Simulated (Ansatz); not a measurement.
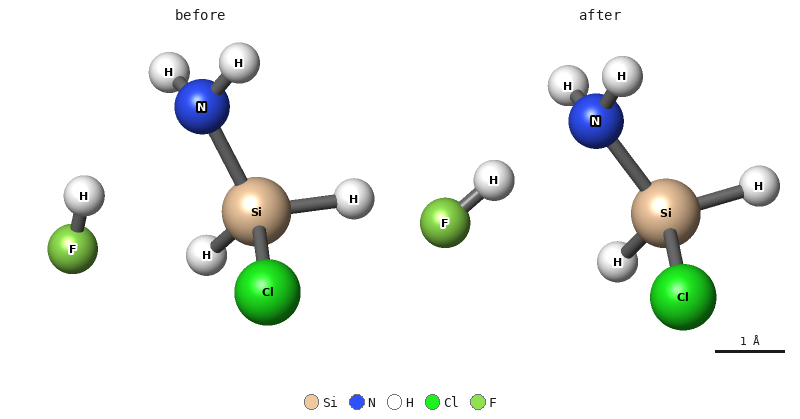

The structure of SiNH5ClF before (left) and after (right) a relaxation, at one scale.

Style: ball-and-stick. Shown at a tilt.

The run prepares an end point of a later path (reaction) calculation, from a guessed geometry.

Theory: RKS B3LYP/6-31G* (Ansatz). Set-up: no spin polarisation; force threshold 0.03 eV/Å; at most 50 steps.

### What changed between the two?

The largest move after the best rigid fit is that of the F atom, 0.59 Å. By element the largest moves are F 0.59 Å, H 0.34 Å, Cl 0.25 Å, N 0.23 Å, Si 0.14 Å. Some distances before and after: N–Si 1.787 → 1.756 Å, F–H 0.935 → 0.956 Å, Cl–Si 2.074 → 2.068 Å, H–N 1.013 → 1.017 Å. Bond angles that change, for instance: Cl–Si–H 102.0° → 105.7°, N–Si–H 110.1° → 107.0°, Cl–Si–H 114.1° → 111.2°. Over 6 accepted moves (7 points after the start) the energy falls by 5.25 kcal/mol. Largest force component: 1.1 eV/Å at the start, 0.025 eV/Å at the end. The line search rejected the trial step at point 3 of the run. The run took 30 s on 1 thread of Arm Neoverse V2 (shared host), peak memory 0.15 GiB.

Limits of the set-up: the start holds two separate molecules, 2.2 Å apart at their closest, whose relative position is a soft coordinate and is computed without a dispersion correction.
